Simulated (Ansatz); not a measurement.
# CH₇AlBInO: how energies converge with the basis set

How large a basis does CH₇AlBInO need? Two functionals are run in growing sets.

Computed with Ansatz 0.2.0, Gaussian basis. Level: one geometry, several basis sets.

Plan: PBE0-D4/def2-SVP; ωB97M-V/def2-SVP; PBE0-D4/def2-QZVPP; ωB97M-V/def2-QZVPP; the functionals' def2-TZVPP values are taken from earlier runs.

### Step 1. The geometry

An earlier PBE0-D4 in a triple-zeta def2 set relaxation fixed the geometry. In takes the def2 core potential; no spin-orbit term is included.

SMILES `C[BH][Al]([OH])[InH2]`, 12 atoms, charge 0, spin multiplicity 1.

Atoms are counted from 1 here; the program's logs count them from 0.

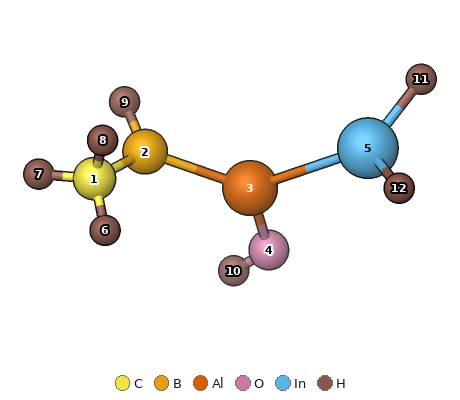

The structure; carbon yellow, boron amber, aluminium orange, oxygen pink, indium blue, hydrogen brown; atoms are numbered from 1 in the order of the file.

Geometry (Å):

```mol
CH7AlBInO
  3D, bonds by distance, orders not assigned

 12 11  0  0  0  0  0  0  0  0999 V2000
   -0.2830   -0.9683    2.1414 C   0  0
   -0.9590   -0.6964    0.7649 B   0  0
    0.0513   -0.1132   -1.0309 Al  0  0
    0.4796   -1.2540   -2.2348 O   0  0
    0.8190    2.3454   -1.7664 In  0  0
    0.7820   -1.2060    2.1390 H   0  0
   -0.8220   -1.6808    2.7725 H   0  0
   -0.3842    0.0019    2.6622 H   0  0
   -2.1656   -0.7075    0.7670 H   0  0
    0.2857   -2.1876   -2.1612 H   0  0
   -0.1717    3.4357   -2.6946 H   0  0
    2.3679    3.0308   -1.3590 H   0  0
  1  2  8  0
  2  3  8  0
  3  4  8  0
  3  5  8  0
  1  6  8  0
  1  7  8  0
  1  8  8  0
  2  9  8  0
  4 10  8  0
  5 11  8  0
  5 12  8  0
M  END
```

### Step 2. PBE0-D4 in def2-SVP

Input file in.yaml:

```yaml
crystal:
  periodic: [false, false, false]
  atoms:
    - {symbol: C, position_ang: [-0.283009, -0.968288, 2.141418]}
    - {symbol: B, position_ang: [-0.958975, -0.696418, 0.764865]}
    - {symbol: Al, position_ang: [0.051308, -0.113248, -1.030942]}
    - {symbol: O, position_ang: [0.479624, -1.253986, -2.234753]}
    - {symbol: In, position_ang: [0.818966, 2.345426, -1.766424]}
    - {symbol: H, position_ang: [0.781972, -1.205982, 2.138956]}
    - {symbol: H, position_ang: [-0.821987, -1.680817, 2.772502]}
    - {symbol: H, position_ang: [-0.384167, 0.001912, 2.662153]}
    - {symbol: H, position_ang: [-2.165560, -0.707456, 0.767004]}
    - {symbol: H, position_ang: [0.285656, -2.187622, -2.161216]}
    - {symbol: H, position_ang: [-0.171670, 3.435712, -2.694557]}
    - {symbol: H, position_ang: [2.367853, 3.030757, -1.359006]}
basis:
  gaussian: {orbitals: def2-SVP}
hamiltonian: {xc: pbe0, dispersion: d4}
output: {orbitals: {seedname: orbitals}}
```

Launch:

```bash
> ansatz run in.yaml --threads 4 --pin off --events-out ev --progress --plain --max-ram 10444MiB
```

The program printed:

```text
Functional definition: PBE0
  name "PBE0"
  cite "Adamo & Barone, J. Chem. Phys. 110, 6158 (1999) doi:10.1063/1.478522"
  cite "Perdew, Burke & Ernzerhof, Phys. Rev. Lett. 77, 3865 (1996) doi:10.1103/PhysRevLett.77.3865"
  parent pbe
  parameter a = 0.25
  parameter kappa = 0.804
  parameter beta = 0.06672455060314922
  exchange = (1 - a)*pbe_x(kappa = kappa, mu = beta*pi^2/3) + a*exact_x
  correlation = pbe_c(beta = beta)
1280 factors; integrals over basis functions are off by at most 1.2e-3 eV
mean field evaluation 1: about -15623.3291 eV, gradient 6.5e1 eV
mean field evaluation 2: about -15603.5940 eV, gradient 1.1e2 eV
mean field evaluation 4: about -15632.2252 eV, gradient 5.7e0 eV
mean field evaluation 8: about -15632.4650 eV, gradient 2.0e-1 eV
mean field evaluation 16: about -15632.4651 eV, gradient 4.8e-5 eV
mean field -15632.46509533 eV, -574.4824961880 hartree, gradient 1.4e-5 eV, S^2 0.000000; 0 other end points of the search recorded, 0 dependent functions left out
reference -15632.46513859 eV, -574.4824977776 hartree; 30, 30 occupied and 91, 91 virtual orbitals, 1280 factors
Total energy: -15632.65446183 eV, -574.4894552786 hartree
```

It took 0.9 s on 4 threads of Intel Xeon 6975P-C, shared host; peak memory 0.28 GiB.

### Step 3. ωB97M-V in def2-SVP

in.yaml, as its differences from that of step 2:

```diff
@@ -17,3 +17,3 @@
   gaussian: {orbitals: def2-SVP}
-hamiltonian: {xc: pbe0, dispersion: d4}
+hamiltonian: {xc: {name: wB97M-V}}
 output: {orbitals: {seedname: orbitals}}
```

Same command.

The program printed, shortened:

```text
Functional definition: wB97M-V
  name "wB97M-V"
  cite "Mardirossian & Head-Gordon, J. Chem. Phys. 144, 214110 (2016) doi:10.1063/1.4952647"
  cite "Becke, J. Chem. Phys. 107, 8554 (1997) doi:10.1063/1.475007"
  cite "Vydrov & Van Voorhis, J. Chem. Phys. 133, 244103 (2010) doi:10.1063/1.3521275"
  # Of w^i u^j: cxij and so on, Table III.
[...]
  gx(w, u) = 1 - cx + cx01*u + cx10*w
  gss(w, u) = css00 + css04*u^4 + css10*w + css20*w^2 + css43*w^4*u^3
  gos(w, u) = cos00 + cos10*w + (cos20 + cos21*u)*w^2 + (cos60 + cos61*u)*w^6
[...]
      + integral(e_c_pw_mod_opposite_spin*gos(b97_w_opposite, b97_u_opposite)) + vv10(b, c)
1397 factors; their error is unknown
387 factors; integrals over basis functions are off by at most 1.2e-5 eV
[...]
mean field -15636.17440500 eV, -574.6188108040 hartree, gradient 4.2e-5 eV, S^2 0.000000; 0 other end points of the search recorded, 0 dependent functions left out
reference -15636.17447344 eV, -574.6188133192 hartree; 30, 30 occupied and 91, 91 virtual orbitals, 1397 factors
Total energy: -15636.17447344 eV, -574.6188133192 hartree
```

Wall time 2.8 s (4 threads of Intel Xeon 6975P-C, shared host); peak memory 0.44 GiB.

### Step 4. PBE0-D4 in def2-QZVPP

in.yaml, as its differences from that of step 3:

```diff
@@ -16,4 +16,4 @@
 basis:
-  gaussian: {orbitals: def2-SVP}
-hamiltonian: {xc: {name: wB97M-V}}
+  gaussian: {orbitals: "def2-QZVPP.json"}
+hamiltonian: {xc: pbe0, dispersion: d4}
 output: {orbitals: {seedname: orbitals}}
```

Same command.

The program printed:

```text
Functional definition: PBE0
  name "PBE0"
  cite "Adamo & Barone, J. Chem. Phys. 110, 6158 (1999) doi:10.1063/1.478522"
  cite "Perdew, Burke & Ernzerhof, Phys. Rev. Lett. 77, 3865 (1996) doi:10.1103/PhysRevLett.77.3865"
  parent pbe
  parameter a = 0.25
  parameter kappa = 0.804
  parameter beta = 0.06672455060314922
  exchange = (1 - a)*pbe_x(kappa = kappa, mu = beta*pi^2/3) + a*exact_x
  correlation = pbe_c(beta = beta)
1893 factors; their error is unknown
mean field evaluation 1: about -15627.8050 eV, gradient 7.9e1 eV
mean field evaluation 2: about -15598.4629 eV, gradient 1.4e2 eV
mean field evaluation 4: about -15639.7877 eV, gradient 9.4e0 eV
mean field evaluation 8: about -15639.9856 eV, gradient 1.9e-1 eV
mean field evaluation 16: about -15640.0373 eV, gradient 2.4e-4 eV
mean field -15640.03726828 eV, -574.7607684111 hartree, gradient 5.7e-5 eV, S^2 0.000000; 0 other end points of the search recorded, 0 dependent functions left out
reference -15640.03732686 eV, -574.7607705639 hartree; 30, 30 occupied and 503, 503 virtual orbitals, 1893 factors
Total energy: -15640.22665010 eV, -574.7677280649 hartree
```

It took 7.5 s on 4 threads of Intel Xeon 6975P-C, shared host; peak memory 2.1 GiB.

### Step 5. ωB97M-V in def2-QZVPP

in.yaml, as its differences from that of step 4:

```diff
@@ -17,3 +17,3 @@
   gaussian: {orbitals: "def2-QZVPP.json"}
-hamiltonian: {xc: pbe0, dispersion: d4}
+hamiltonian: {xc: {name: wB97M-V}}
 output: {orbitals: {seedname: orbitals}}
```

Same command.

The program printed, shortened:

```text
Functional definition: wB97M-V
  name "wB97M-V"
  cite "Mardirossian & Head-Gordon, J. Chem. Phys. 144, 214110 (2016) doi:10.1063/1.4952647"
  cite "Becke, J. Chem. Phys. 107, 8554 (1997) doi:10.1063/1.475007"
  cite "Vydrov & Van Voorhis, J. Chem. Phys. 133, 244103 (2010) doi:10.1063/1.3521275"
  # Of w^i u^j: cxij and so on, Table III.
[...]
  gx(w, u) = 1 - cx + cx01*u + cx10*w
  gss(w, u) = css00 + css04*u^4 + css10*w + css20*w^2 + css43*w^4*u^3
  gos(w, u) = cos00 + cos10*w + (cos20 + cos21*u)*w^2 + (cos60 + cos61*u)*w^6
[...]
      + integral(e_c_pw_mod_opposite_spin*gos(b97_w_opposite, b97_u_opposite)) + vv10(b, c)
1810 factors; their error is unknown
510 factors; integrals over basis functions are off by at most 1.4e-5 eV
[...]
mean field -15643.96419788 eV, -574.9050804124 hartree, gradient 2.8e-5 eV, S^2 0.000000; 0 other end points of the search recorded, 0 dependent functions left out
reference -15643.96429301 eV, -574.9050839084 hartree; 30, 30 occupied and 503, 503 virtual orbitals, 1810 factors
Total energy: -15643.96429301 eV, -574.9050839084 hartree
```

Run time: 15 s. Hardware: 4 threads of Intel Xeon 6975P-C, shared host; peak memory 2.6 GiB.

### Step 6. Functionals by basis

The def2-TZVPP values come from earlier runs at the same geometry.

| functional | basis | functions | energy (eV) | from the largest (eV) | HOMO (eV) | LUMO (eV) |
| --- | --- | --- | --- | --- | --- | --- |
| PBE0-D4 | def2-SVP | 121 | -15632.6545 | 7.572 | -6.12 | -2.21 |
| PBE0-D4 | def2-TZVPP | 283 | -15639.7499 | 0.477 | -6.17 | -2.30 |
| PBE0-D4 | def2-QZVPP | 533 | -15640.2267 | 0.000 | -6.19 | -2.32 |
| ωB97M-V | def2-SVP | 121 | -15636.1745 | 7.790 | -8.00 | -0.46 |
| ωB97M-V | def2-TZVPP | 283 | -15643.4957 | 0.469 | -8.09 | -0.64 |
| ωB97M-V | def2-QZVPP | 533 | -15643.9643 | 0.000 | -8.11 | -0.69 |

### Step 7. Results

| quantity | value |
| --- | --- |
| PBE0-D4: double and triple zeta above quadruple | 7.57, 0.48 eV |
| ωB97M-V: double and triple zeta above quadruple | 7.79, 0.47 eV |

For PBE0-D4 the step from double to triple zeta gains 7.10 eV and the next only 0.48 eV. These are total energies; as a rule much of such shifts cancels in differences, which this series doesn't test.

For PBE0-D4 the largest set took about 8 times as long as the smallest (7.5 s against 0.9 s).
